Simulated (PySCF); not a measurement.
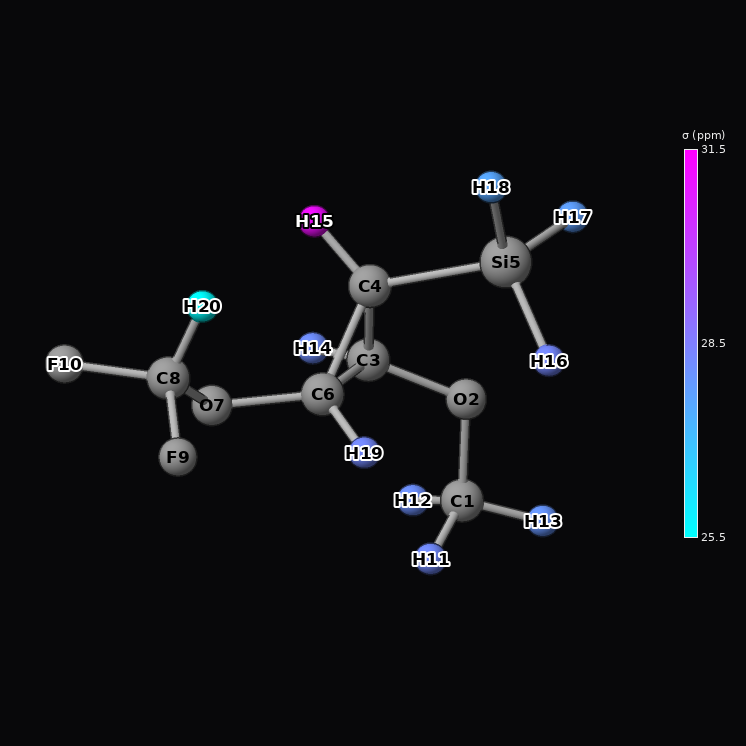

Atoms are coloured by their isotropic NMR shieldings (H only, the others grey). The computed structure is the end point of a GFN2-xTB optimisation. No frequency run is at hand to confirm it as a minimum. Level of theory: GIAO PBE0/pcSseg-1 NMR shielding, non-relativistic, gas phase (PySCF 2.14.0).

List the isotropic NMR shieldings of the H atoms.

| atom | σ (ppm) |
| --- | --- |
| H11 | 28.20 |
| H12 | 28.10 |
| H13 | 27.94 |
| H14 | 28.15 |
| H15 | 31.13 |
| H16 | 28.28 |
| H17 | 27.74 |
| H18 | 27.58 |
| H19 | 28.25 |
| H20 | 25.54 |

The geometry is semi-empirical. Around Si such bond lengths and angles can be off by a tenth of an ångström or more and by several degrees, and values that hang on the shape move with them.
